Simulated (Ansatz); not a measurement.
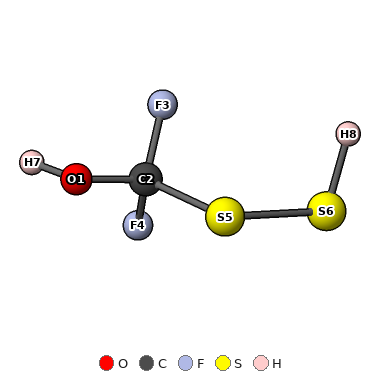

The system is CH₂F₂OS₂, SMILES OC(F)(F)SS; the picture shows the reference structure. 
- Coordinates scanned: (1) dihedral O1–C2–S5–S6; (2) dihedral C2–S5–S6–H8.
- Nothing is relaxed (all other coordinates rigid).
- The grid has 18 × 18 points.
- Points are written as (first, second).
- Energies: kJ/mol, counted from the relaxed molecule at the same level.
- Method: RHF/def2-SVP in Ansatz 0.2.0.

Its coordinates:

```xyz
8

O     1.6403   -0.1870   -0.8451
C     0.4524   -0.3210   -0.2519
F     0.5953   -0.5296    1.0531
F    -0.1824   -1.3931   -0.7057
S    -0.4608    1.2077   -0.5881
S    -2.2341    0.8405    0.4106
H     2.1511   -0.9809   -0.7373
H    -1.8697    1.3065    1.6086
```

Range: dihedral O1–C2–S5–S6 from −180 to 160°; dihedral C2–S5–S6–H8 from −180 to 160°.

**What will the energy surface look like?**

The lowest grid point is at (−180°, 80°), 0.7 kJ/mol from the relaxed molecule at the same level; the map holds 2 wells of about this depth. There are further wells near (60°, −80°) (8.4 kJ/mol above the lowest at that grid point); (−60°, 80°) (9.6 kJ/mol above the lowest at that grid point); (60°, 100°) (10.8 kJ/mol above the lowest at that grid point). The highest grid point, (0°, 0°), lies 81.7 kJ/mol above the lowest. On the interpolated surface the easiest way out of the lowest well to the well at about (65°, 90°) passes a barrier of about 22 kJ/mol. Round the minimum the two coordinates are weakly coupled (coupling 0.12 in units of the two stiffnesses).

| dihedral C2–S5–S6–H8 ↓, dihedral O1–C2–S5–S6 → | −180 | −140 | −100 | −60 | −20 | 20 | 60 | 100 | 140 |
| --- | --- | --- | --- | --- | --- | --- | --- | --- | --- |
| 160 | 32.5 | 43.8 | 48.3 | 45.3 | 52.4 | 46.8 | 41.6 | 49.1 | 41.5 |
| 120 | 9.7 | 25.1 | 28.6 | 22.3 | 38.5 | 33.4 | 18.6 | 29.0 | 22.0 |
| 80 | 0.7 | 14.8 | 20.7 | 10.3 | 27.1 | 30.1 | 12.0 | 19.9 | 16.2 |
| 40 | 20.7 | 34.9 | 40.0 | 29.5 | 47.9 | 48.1 | 32.9 | 41.5 | 36.4 |
| 0 | 40.3 | 57.4 | 63.4 | 51.4 | 72.4 | 72.2 | 50.8 | 63.0 | 57.9 |
| −40 | 20.9 | 36.0 | 42.0 | 33.6 | 48.1 | 47.4 | 28.6 | 39.8 | 35.5 |
| −80 | 0.9 | 15.9 | 20.4 | 13.0 | 30.3 | 26.5 | 9.1 | 20.2 | 15.3 |
| −120 | 9.7 | 21.5 | 29.4 | 19.8 | 33.9 | 38.1 | 21.2 | 28.1 | 25.5 |
| −160 | 32.5 | 40.7 | 49.3 | 42.7 | 47.5 | 51.8 | 44.2 | 48.1 | 44.4 |

The table holds every second grid line.

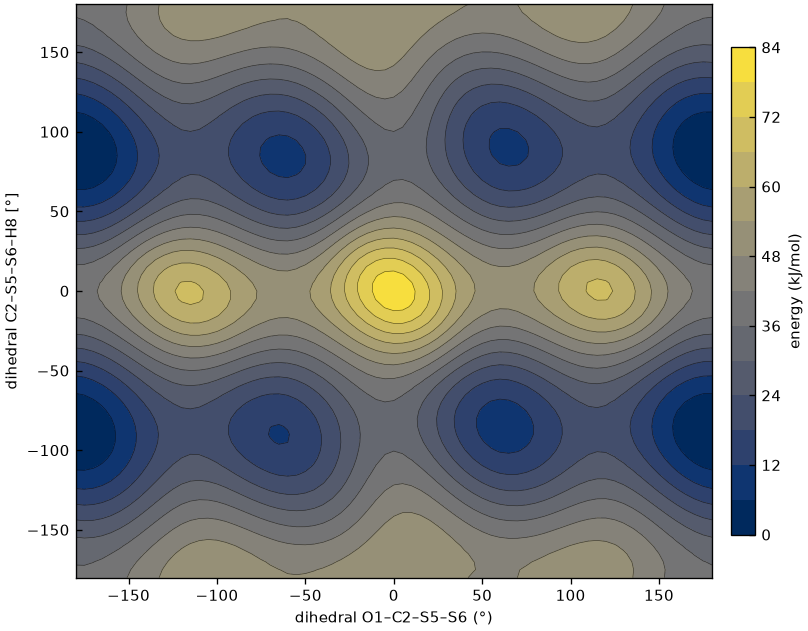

Drawn: filled contours. Between grid points the surface is interpolated.

Time for the 324 points that were run: 11 min on 1 thread of Arm Neoverse V2 (shared host).
